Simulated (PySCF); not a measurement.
Vertical excitations of a molecule C₃H₈O₂Si from TDA-PBE/def2-SVPD in PySCF 2.14.0, as energy in eV (oscillator strength): 5.08 (0.006), 5.50 (0.008), 5.87 (0.004), 6.48 (0.038), 6.55 (0.019), 6.75 (0.089), 6.93 (0.018), 7.04 (0.013), 7.13 (0.003), 7.21 (0.004). Lowest triplet (TDA): 4.27 eV. Geometry optimised at PBE0-D3(BJ)/def2-SVP. Other conformers were not sampled.

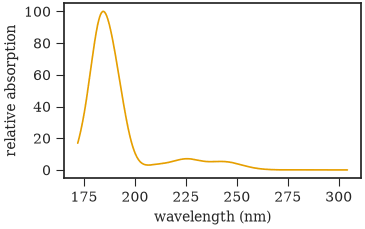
*The lines broadened by 0.4 eV.*

### Question
Pick the molecule that these values belong to.
(A) C=C[Si@@H](O)OC
(B) C=C(OC)[SiH2]O
(C) O=CCCO[SiH3]
(D) C=C(C)O[SiH2]O

### Answer
A, C=C[Si@@H](O)OC
